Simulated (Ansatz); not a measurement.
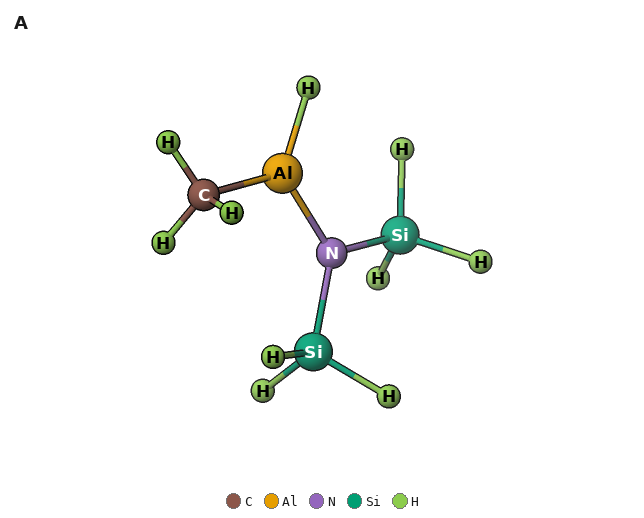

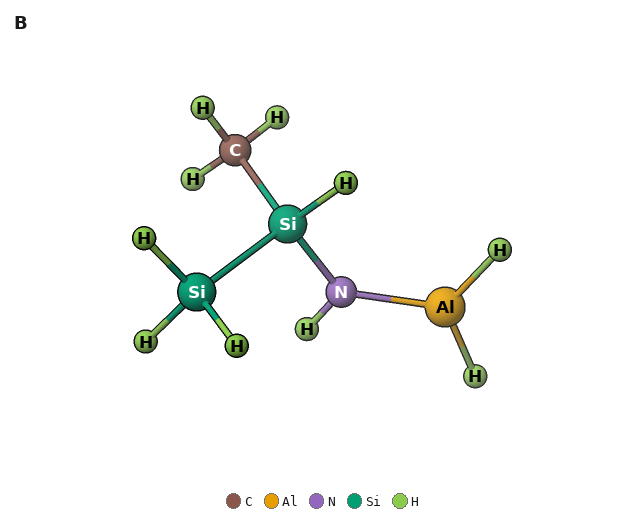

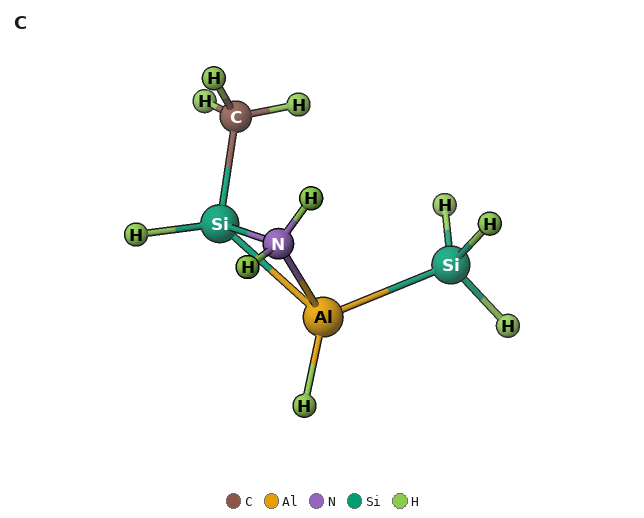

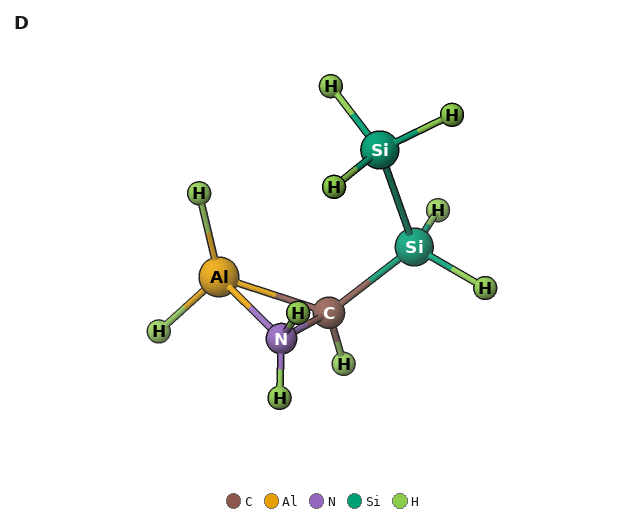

4 stationary structures of one formula. Geometries: PBE-D4/def2-SVP. Electronic energies: PBE-D4/def2-SVP (Ansatz 0.2.0), without zero-point energy. No frequency run is at hand to confirm each as a minimum. Each is one conformer, not always the lowest.

Which structure is the most stable?

Answer. A is lowest; B lies 32.1 kJ/mol above it, C lies 80.4 kJ/mol above it, D lies 197.6 kJ/mol above it.
